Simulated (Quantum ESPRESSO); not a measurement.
# C K ELNES/XANES of Sc2CO (R-3m) from DFT

Aim: the near-edge shape at the C K edge of Sc2CO (R-3m), and what the core hole does to it.

Calculated with Quantum ESPRESSO 7.5; X-ray absorption near-edge structure, plane-wave PAW PBEsol, one-electron final states by a Lanczos continued fraction.

### Step 1. Set-up

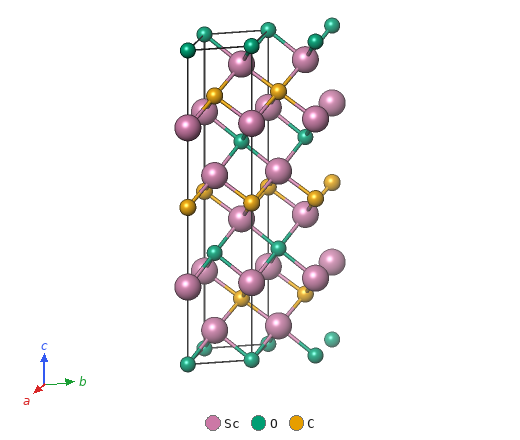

The cell as given, slightly off an axis (scandium pink, oxygen teal, carbon orange). 1×2×1 cells are drawn. This picture shows the conventional cell, with its axes. Bonds to atoms that aren't drawn are left out. Some periodic images of atoms are drawn too.

### Step 2. Ground state of the crystal

The ground state comes first: it tells whether the system has a gap, which decides how the excited electron is treated.

File scf.in:

```
&control
   calculation='scf', prefix='x', pseudo_dir='../pp', outdir='tmp', tprnfor=.true.
/
&system
   ibrav=0, nat=4, ntyp=3, nbnd=20
   ecutwfc=50, ecutrho=450
   occupations='smearing', smearing='mv', degauss=0.015
/
&electrons
   conv_thr=4.0e-08, electron_maxstep=120
   mixing_beta=0.5
/
ATOMIC_SPECIES
Sc 1.0 Sc.pbesol-spn-kjpaw.UPF
O 1.0 O.pbesol-n-kjpaw.UPF
C3 1.0 C.pbesol-n-kjpaw.UPF
CELL_PARAMETERS angstrom
  1.62138916 0.93610947 5.29006396
  -1.62138916 0.93610947 5.29006396
  0.00000000 -1.87221894 5.29006396
ATOMIC_POSITIONS crystal
Sc   0.75358596 0.75358596 0.75358596
Sc   0.24641404 0.24641404 0.24641404
O    0.00000000 0.00000000 0.00000000
C3   0.50000000 0.50000000 0.50000000
K_POINTS automatic
10 10 10 0 0 0
```

File Sc.pbesol-spn-kjpaw.ld1.in:

```
&input
   title='Sc', zed=21., rel=1, iswitch=3, dft='PBESOL',
   config='[Ar] 4s2 4p0 3d1'
/
&inputp
   file_pseudopw='Sc.pbesol-spn-kjpaw.UPF', author='',
   lpaw=.true.,
   pseudotype=3,
   lloc=-1,
   rcloc=1.2,
   which_augfun='PSQ',
   rmatch_augfun_nc=.true.,
   nlcc=.true.,
   new_core_ps=.true.,
   rcore=0.8,
   tm=.true.,
   lgipaw_reconstruction=.true., use_paw_as_gipaw=.true.
/
6
3S  1  0  2.00  0.00  0.90  1.30  0.0
4S  2  0  2.00  0.00  0.90  1.30  0.0
3P  2  1  6.00  0.00  0.90  1.45  0.0
4P  3  1  0.00  7.00  0.90  1.45  0.0
3D  3  2  1.00  0.00  1.00  1.50  0.0
3D  3  2  0.00  6.00  1.00  1.50  0.0
```

File O.pbesol-n-kjpaw.ld1.in:

```
&input
   title='O', zed=8., rel=1, iswitch=3, dft='PBESOL',
   config='[He] 2s2 2p4'
/
&inputp
   file_pseudopw='O.pbesol-n-kjpaw.UPF', author='',
   lpaw=.true.,
   pseudotype=3,
   lloc=-1,
   rcloc=1.1,
   which_augfun='PSQ',
   rmatch_augfun_nc=.true.,
   nlcc=.true.,
   new_core_ps=.true.,
   rcore=0.7,
   tm=.true.,
   lgipaw_reconstruction=.true., use_paw_as_gipaw=.true.
/
4
2S  1  0  2.00  0.00  1.00  1.30  0.0
2S  1  0  0.00  1.00  1.00  1.30  0.0
2P  2  1  4.00  0.00  0.90  1.35  0.0
2P  2  1  0.00  0.05  0.90  1.35  0.0
```

File C.pbesol-n-kjpaw.ld1.in:

```
&input
   title='C', zed=6., rel=1, iswitch=3, dft='PBESOL',
   config='[He] 2s2 2p2'
/
&inputp
   file_pseudopw='C.pbesol-n-kjpaw.UPF', author='',
   lpaw=.true.,
   pseudotype=3,
   lloc=-1,
   rcloc=0.9,
   which_augfun='PSQ',
   rmatch_augfun_nc=.true.,
   nlcc=.true.,
   new_core_ps=.true.,
   rcore=0.7,
   tm=.true.,
   lgipaw_reconstruction=.true., use_paw_as_gipaw=.true.
/
4
2S  1  0  2.00  0.00  1.00  1.20  0.0
2S  1  0  0.00  3.00  1.00  1.20  0.0
2P  2  1  2.00  0.00  0.90  1.40  0.0
2P  2  1  0.00  0.05  0.90  1.40  0.0
```

Command:

```bash
> OMP_NUM_THREADS=1 mpirun --oversubscribe --bind-to none -np 4 pw.x -nk 4 -in scf.in > scf.out
```

The program printed:

```text
     [... banner and references ...]
using ibrav=0 with symmetry is DISCOURAGED, use correct ibrav instead

     G-vector sticks info
     --------------------

     Using Slab Decomposition

     bravais-lattice index     =            0
     lattice parameter (alat)  =      10.6044  a.u.
     unit-cell volume          =     325.1043 (a.u.)^3
     number of atoms/cell      =            4
     number of atomic types    =            3
     number of electrons       =        32.00
     number of Kohn-Sham states=           20
     kinetic-energy cutoff     =      50.0000  Ry
     charge density cutoff     =     450.0000  Ry
     scf convergence threshold =      4.0E-08
     mixing beta               =       0.5000
     number of iterations used =            8  plain     mixing
     Exchange-correlation= SLA  PW   PSX  PSC
                           (   1   4  10   8   0   0   0)

     celldm(1)=  10.604375  celldm(2)=   0.000000  celldm(3)=   0.000000
     celldm(4)=   0.000000  celldm(5)=   0.000000  celldm(6)=   0.000000

     crystal axes: (cart. coord. in units of alat)
               a(1) = (   0.288936   0.166817   0.942703 )
               a(2) = (  -0.288936   0.166817   0.942703 )
               a(3) = (   0.000000  -0.333634   0.942703 )

     reciprocal axes: (cart. coord. in units 2 pi/alat)
               b(1) = (  1.730489  0.999098  0.353593 )
               b(2) = ( -1.730489  0.999098  0.353593 )
               b(3) = (  0.000000 -1.998197  0.353593 )

     PseudoPot. #1 for Sc:     Pseudo is Projector augmented-wave + core cor, Zval = 11.0

     ../pp/O.pbesol-n-kjpaw.UPF
     Pseudo is Projector augmented-wave + core cor, Zval =  6.0
     Shape of augmentation charge: PSQ
     Using radial grid of 1095 points,  4 beta functions with:
                l(1) =   0
                l(2) =   0
                l(3) =   1
                l(4) =   1
     Q(r) pseudized with 0 coefficients

     ../pp/C.pbesol-n-kjpaw.UPF
     Pseudo is Projector augmented-wave + core cor, Zval =  4.0
     Shape of augmentation charge: PSQ
     Using radial grid of 1073 points,  4 beta functions with:
                l(1) =   0
                l(2) =   0
                l(3) =   1
                l(4) =   1
     Q(r) pseudized with 0 coefficients

     atomic species   valence    mass     pseudopotential
     Sc               11.00     1.00000     Sc( 1.00)
     O                 6.00     1.00000     O ( 1.00)
     C3                4.00     1.00000     C ( 1.00)

     12 Sym. Ops., with inversion, found

   Cartesian axes

     site n.     atom                  positions (alat units)
         1        Sc     tau(   1) = (   0.0000000   0.0000000   2.1312224  )
         2        Sc     tau(   2) = (   0.0000000   0.0000000   0.6968855  )
         3        O      tau(   3) = (   0.0000000   0.0000000   0.0000000  )
         4        C3     tau(   4) = (   0.0000000   0.0000000   1.4140540  )

     number of k points=   116  Marzari-Vanderbilt smearing, width (Ry)=  0.0150

     Number of k-points >= 100: set verbosity='high' to print them.

     Dense  grid:    52501 G-vectors     FFT dimensions: (  72,  72,  72)

     Smooth grid:    15543 G-vectors     FFT dimensions: (  48,  48,  48)

     Initial potential from superposition of free atoms

     starting charge      31.9951, renormalised to      32.0000
     Starting wfcs are   28 randomized atomic wfcs
     Checking if some PAW data can be deallocated...

     per-process dynamical memory:    74.7 Mb

     Self-consistent Calculation

     iteration #  1     ecut=    50.00 Ry     beta= 0.50
     Davidson diagonalization with overlap
     ethr =  1.00E-02,  avg # of iterations =  2.0

     total energy              =    -369.23901725 Ry
     estimated scf accuracy    <       1.56666059 Ry

     iteration #  2     ecut=    50.00 Ry     beta= 0.50
     Davidson diagonalization with overlap
     ethr =  4.90E-03,  avg # of iterations =  5.6

     total energy              =    -369.72335642 Ry
     estimated scf accuracy    <       1.22954702 Ry

     iteration #  3     ecut=    50.00 Ry     beta= 0.50
     Davidson diagonalization with overlap
     ethr =  3.84E-03,  avg # of iterations =  3.2

     total energy              =    -369.91756561 Ry
     estimated scf accuracy    <       0.06979340 Ry

     iteration #  4     ecut=    50.00 Ry     beta= 0.50
     Davidson diagonalization with overlap
     ethr =  2.18E-04,  avg # of iterations =  7.0

     total energy              =    -369.95697127 Ry
     estimated scf accuracy    <       0.02280478 Ry

     iteration #  5     ecut=    50.00 Ry     beta= 0.50
     Davidson diagonalization with overlap
     ethr =  7.13E-05,  avg # of iterations =  8.1

     total energy              =    -369.97240403 Ry
     estimated scf accuracy    <       0.07367001 Ry

[...]
c_bands:  1 eigenvalues not converged
     c_bands:  1 eigenvalues not converged
     c_bands:  1 eigenvalues not converged
     c_bands:  1 eigenvalues not converged
     c_bands:  1 eigenvalues not converged
[...]
c_bands:  1 eigenvalues not converged
[...]
c_bands:  1 eigenvalues not converged
[...]
c_bands:  1 eigenvalues not converged
[...]
total energy              =    -369.96483965 Ry
[...]
iteration # 18     ecut=    50.00 Ry     beta= 0.50
     Davidson diagonalization with overlap
     ethr =  3.25E-09,  avg # of iterations =  1.0

     total energy              =    -369.96483933 Ry
     estimated scf accuracy    <       0.00000154 Ry

     iteration # 19     ecut=    50.00 Ry     beta= 0.50
     Davidson diagonalization with overlap
     ethr =  3.25E-09,  avg # of iterations =  1.4

     total energy              =    -369.96483913 Ry
     estimated scf accuracy    <       0.00000066 Ry

     iteration # 20     ecut=    50.00 Ry     beta= 0.50
     Davidson diagonalization with overlap
     ethr =  2.07E-09,  avg # of iterations =  6.2

     End of self-consistent calculation

     Number of k-points >= 100: set verbosity='high' to print the bands.

     the Fermi energy is    11.8751 ev

!    total energy              =    -369.96483932 Ry
     total all-electron energy =     -3279.653490 Ry
     estimated scf accuracy    <       0.00000003 Ry
     smearing contrib. (-TS)   =       0.00101923 Ry
     internal energy E=F+TS    =    -369.96585855 Ry

     The total energy is F=E-TS. E is the sum of the following terms:
     one-electron contribution =     -49.34731357 Ry
     hartree contribution      =      41.42955749 Ry
     xc contribution           =     -46.75588113 Ry
     ewald contribution        =    -183.05805025 Ry
     one-center paw contrib.   =    -132.23417108 Ry

     convergence has been achieved in  20 iterations

     Forces acting on atoms (cartesian axes, Ry/au):

     atom    1 type  1   force =     0.00000000   -0.00000000   -0.00298256
     atom    2 type  1   force =     0.00000000    0.00000000    0.00298256
     atom    3 type  2   force =     0.00000000    0.00000000   -0.00000000
     atom    4 type  3   force =     0.00000000    0.00000000    0.00000000

     Total force =     0.004218     Total SCF correction =     0.000489
     SCF correction compared to forces is large: reduce conv_thr to get better values

     XML data file, charge density, pseudopotentials, collected wavefunctions

=------------------------------------------------------------------------------=
   JOB DONE.
=------------------------------------------------------------------------------=
```

Elapsed: 50 s, on 4 MPI ranks of Intel Xeon 6975P-C (Granite Rapids), shared host; peak memory 0.15 GiB; 3.3 min of CPU time.

Absorbing atoms carry a label of their own (element plus a letter or digit), as the spectrum program needs them as separate species.

The mesh shows no gap, so the system is treated as a metal and the core electron is put at the Fermi level (neutral cell).

### Step 3. Spectrum without a core hole, C atom 4

This cheap baseline ignores the attraction of the hole: it shows the absorber's empty states as they are in the ground state.

The absorber has 6 Sc at 2.26 Å (octahedral, site symmetry -3m).

File xspectra.in:

```
&input_xspectra
   calculation='xanes_dipole', edge='K'
   prefix='x', outdir='tmp', xiabs=3, xe0=11.8751
   xonly_plot=.false., x_save_file='xanes.sav'
   xniter=3000, xcheck_conv=20, xerror=0.005
   xcoordcrys=.false., xepsilon(1)=1, xepsilon(2)=0, xepsilon(3)=0
/
&plot
   xnepoint=413, xemin=-10, xemax=45, terminator=.true., cut_occ_states=.true.
   xgamma=0.4
/
&pseudos
   filecore='../C.wfc'
/
&cut_occ
   cut_desmooth=0.1, cut_stepl=0.05, cut_stepu=0.05, cut_ierror=1e-5
/
11 11 11 0 0 0
```

Command:

```bash
> OMP_NUM_THREADS=1 mpirun --oversubscribe --bind-to none -np 4 xspectra.x -nk 4 -in xspectra.in > xspectra.out
```

The program printed:

```text
     [... banner and references ...]
Reading input_file

     calculation: xanes_dipole

     xepsilon  [cartesian coordinates]:   1.000000   0.000000   0.000000

     xonly_plot: FALSE
        => complete calculation: Lanczos + spectrum plot

     filecore (core-wavefunction file): ../C.wfc

     main plot parameters:
        cut_occ_states: TRUE
        gamma_mode:  constant
        -> using xgamma [eV]:  0.40
        xemin [eV]: -10.00
        xemax [eV]:  45.00
        xnepoint:  413
        xe0 [eV]:  11.875100 (energy zero read in input file)

[...]
Results of STEP 1 successfully written in x_save_file
     x_save_file name:
     ->  xanes.sav
     x_save_file version:  2

     ... End STEP 1 ...

     ... Begin STEP 2 ...

     The spectrum is calculated using the following parameters:
        xe0 [eV]:   11.8751
        the occupied states are elimintate from the spectrum
        xemin [eV]: -10.00
        xemax [eV]:  45.00
        xnepoint:  413
        constant broadening parameter [eV]:    0.400
        Core level energy [eV]:  -284.2
         (from electron binding energy of neutral atoms in X-ray data booklet)

     Cross-section successfully written in xanes.dat

     ... End STEP 2 ...

                                END JOB XSpectra
```

The job ended after 4.2 min (4 MPI ranks; peak memory 0.17 GiB).

The C K spectrum, C atom 4, no core hole (energy from the energy zero of the input (xe0, at the border of filled and empty states); intensity scaled to a mean of 1 over the first 20 eV; the points at xe0, where the cut of filled states can leave a spike, are interpolated; polarised curves are means over the symmetry-equivalent atoms):

| E (eV) | isotropic | ε ⊥ c | ε ∥ c |
| --- | --- | --- | --- |
| -2.0 | 0.03 | 0.04 | 0.03 |
| -0.5 | 0.09 | 0.10 | 0.06 |
| 1.0 | 0.27 | 0.29 | 0.21 |
| 2.5 | 0.45 | 0.49 | 0.36 |
| 4.0 | 0.73 | 0.69 | 0.82 |
| 5.5 | 1.16 | 1.04 | 1.38 |
| 7.0 | 2.26 | 2.35 | 2.08 |
| 8.5 | 0.95 | 0.91 | 1.03 |
| 10.0 | 0.89 | 0.85 | 0.96 |
| 11.5 | 0.81 | 0.72 | 1.00 |
| 13.0 | 1.89 | 1.60 | 2.47 |
| 14.5 | 1.39 | 1.65 | 0.87 |
| 16.0 | 0.73 | 0.81 | 0.57 |
| 17.5 | 1.19 | 1.24 | 1.10 |
| 19.0 | 0.71 | 0.68 | 0.76 |
| 20.5 | 0.51 | 0.50 | 0.53 |
| 22.0 | 0.39 | 0.41 | 0.36 |
| 23.5 | 0.39 | 0.39 | 0.38 |
| 25.0 | 0.50 | 0.54 | 0.42 |
| 26.5 | 0.48 | 0.50 | 0.45 |
| 28.0 | 0.73 | 0.59 | 1.01 |
| 29.5 | 1.49 | 1.40 | 1.67 |
| 31.0 | 1.79 | 1.77 | 1.84 |

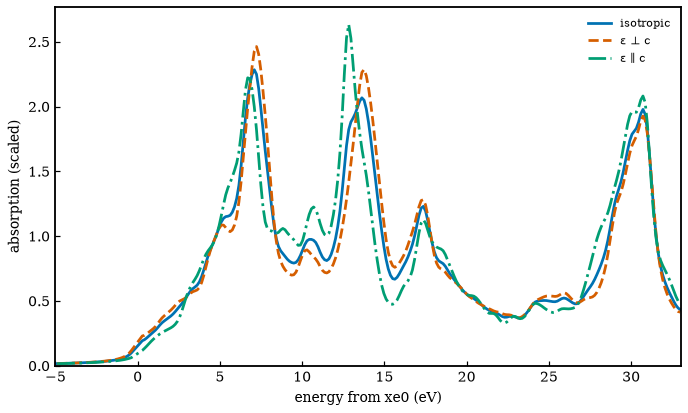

The C K edge, C atom 4, no core hole: main maxima at 7.1, 13.6 and 17.4 eV.

Main maxima below 24 eV (height): 7.1 eV (2.28), 10.6 eV (0.98), 13.6 eV (2.07) and 17.4 eV (1.23). A K edge sees empty p states on the absorber.

### Step 4. Another broadening

The final state's lifetime shortens with energy, so measured features broaden above the edge; the saved Lanczos coefficients are redrawn with a width that grows.

File xspectra_plot.in:

```
&input_xspectra
   calculation='xanes_dipole', edge='K'
   prefix='x', outdir='tmp', xiabs=3, xe0=11.8751
   xonly_plot=.true., x_save_file='xanes.sav'
   xniter=3000, xcheck_conv=20, xerror=0.005
   xcoordcrys=.false., xepsilon(1)=1, xepsilon(2)=0, xepsilon(3)=0
/
&plot
   xnepoint=413, xemin=-10, xemax=45, terminator=.true., cut_occ_states=.true.
   gamma_mode='variable', gamma_energy(1)=4, gamma_energy(2)=25, gamma_value(1)=0.3, gamma_value(2)=2.5
/
&pseudos
   filecore='../C.wfc'
/
&cut_occ
   cut_desmooth=0.1, cut_stepl=0.05, cut_stepu=0.05, cut_ierror=1e-5
/
11 11 11 0 0 0
```

Command:

```bash
> OMP_NUM_THREADS=1 xspectra.x -in xspectra_plot.in > xspectra_plot.out
```

The program printed:

```text
     [... banner and references ...]
Reading input_file
     -------------------------------------------------------------------------

     calculation: xanes_dipole

     xonly_plot: TRUE
        => only the spectrum plot

     main plot parameters:
        cut_occ_states: TRUE
        gamma_mode:  variable
        -> first, constant up to point ( 4.00, 0.30) [eV]
        -> then, linear up to point (25.00, 2.50) [eV]
        -> finally, constant up to xemax
        xemin [eV]: -10.00
        xemax [eV]:  45.00
        xnepoint:  413
[...]
xemin [eV]: -10.00
        xemax [eV]:  45.00
        xnepoint:  413
        energy-dependent broadening parameter:
         -> first, constant up to point ( 4.00, 0.30) [eV]
         -> then, linear up to point (25.00, 2.50) [eV]
         -> finally, constant up to xemax
        Core level energy [eV]:  -284.2
         (from electron binding energy of neutral atoms in X-ray data booklet)

     Cross-section successfully written in xanes.dat

     -------------------------------------------------------------------------
                                END JOB XSpectra
     -------------------------------------------------------------------------
[key lines of the parts left out:]
Fermi level [eV]:  12.1697
```

The job ended after 22 s (1 MPI rank; peak memory 0.13 GiB).

With a Lorentzian half width 0.3 eV up to 4 eV, rising linearly to 2.5 eV at 25 eV, the maxima are 7.0 eV (2.04) and 13.4 eV (1.49).

### Step 5. Reference energy of the supercell

The photon energy needs a difference of total energies, so the cell and mesh of the coming hole run are first run without a hole.

File scf.in:

```
&control
   calculation='scf', prefix='x', pseudo_dir='../pp', outdir='tmp', tprnfor=.true.
/
&system
   ibrav=0, nat=12, ntyp=3, nbnd=59
   ecutwfc=50, ecutrho=450
   occupations='smearing', smearing='mv', degauss=0.015
/
&electrons
   conv_thr=1.2e-07, electron_maxstep=120
   mixing_beta=0.5
/
ATOMIC_SPECIES
Sc 1.0 Sc.pbesol-spn-kjpaw.UPF
O 1.0 O.pbesol-n-kjpaw.UPF
C 1.0 C.pbesol-n-kjpaw.UPF
CELL_PARAMETERS angstrom
  0.00000000 -1.87221894 5.29006396
  0.00000000 5.61665682 0.00000000
  -4.86416749 2.80832841 0.00000000
ATOMIC_POSITIONS crystal
Sc   0.26075788 0.75358596 0.00000000
Sc   0.26075788 0.08691929 0.33333333
Sc   0.26075788 0.42025263 0.66666667
Sc   0.73924212 0.24641404 0.00000000
Sc   0.73924212 0.57974737 0.33333333
Sc   0.73924212 0.91308071 0.66666667
O    0.00000000 0.00000000 0.00000000
O    0.00000000 0.33333333 0.33333333
O    0.00000000 0.66666667 0.66666667
C    0.50000000 0.50000000 0.00000000
C    0.50000000 0.83333333 0.33333333
C    0.50000000 0.16666667 0.66666667
K_POINTS automatic
5 6 6 0 0 0
```

Command:

```bash
> OMP_NUM_THREADS=1 mpirun --oversubscribe --bind-to none -np 4 pw.x -nk 4 -in scf.in > scf.out
```

The program printed:

```text
     [... banner and references ...]
[banner, memory and clock lines left out]
Found identity + (  0.0000  0.3333  0.3333) symmetry
     This is a supercell, fractional translations are disabled
     using ibrav=0 with symmetry is DISCOURAGED, use correct ibrav instead

     G-vector sticks info

     bravais-lattice index     =            0
     lattice parameter (alat)  =      10.6044  a.u.
     unit-cell volume          =     975.3128 (a.u.)^3
[...]
atom    3 type  1   force =     0.00000019   -0.00000944   -0.00301257
[...]
atom   11 type  3   force =    -0.00000022    0.00000000    0.00000000
     atom   12 type  3   force =     0.00000022    0.00000000    0.00000000

     Total force =     0.007380     Total SCF correction =     0.000847
     SCF correction compared to forces is large: reduce conv_thr to get better values

     XML data file, charge density, pseudopotentials, collected wavefunctions
[key lines of the parts left out:]
!    total energy              =   -1109.89485028 Ry
the Fermi energy is    11.9093 ev
convergence has been achieved in  17 iterations
```

It took 2 min on 4 MPI ranks; peak memory 0.36 GiB; 8.1 min of CPU time.

Reference energy: -133865.881 eV with the cores included.

[end of part 1 of 4]

[Banner, clock and machine lines of the logs are left out without a mark of their own.]

[Logs are printed without paths, hosts, clocks, repeated set-up lines and the standing remarks that a program may print on its own settings, such as how far it seeks lower states.]

[Hosts, paths, dates, database ids (printed as entryN), source tags and the programs' standing remarks are cut or masked in the printed files.]

[Lists of maxima count a maximum above −3 eV only where it reaches 4 % of the highest in the window and stands out from its surroundings by 2 % of it (1.5 % where it reaches 55 %); shoulders and weaker maxima are passed over, and of the rest the first, up to two pre-edge ones and the few strongest are named.]
